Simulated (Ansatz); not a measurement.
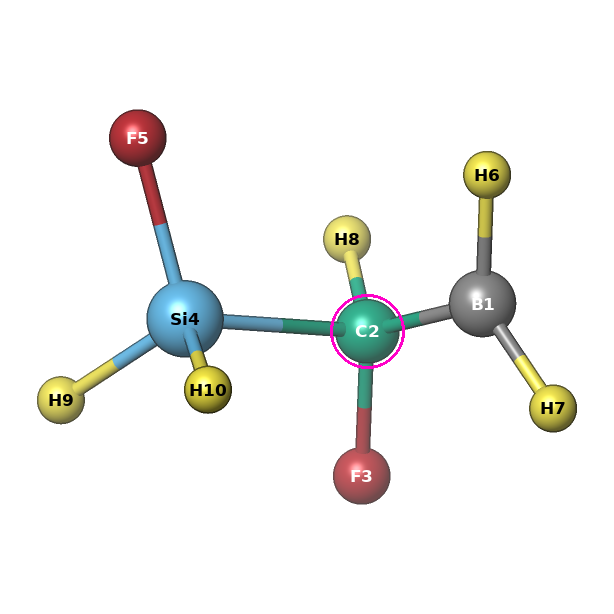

Depth is shown by fading: the farther an atom, the more it takes the colour of the background. Circles mark the stereogenic atoms. The geometry was computed by an optimisation with PBE-D4/def2-SVP. No frequency run is at hand to confirm it as a minimum.

Assign CIP descriptors.

Answer. C2: S (priorities Si4 > F3 > B1 > H8).

Write the isomeric SMILES.

Answer. B[C@@H](F)[SiH2]F
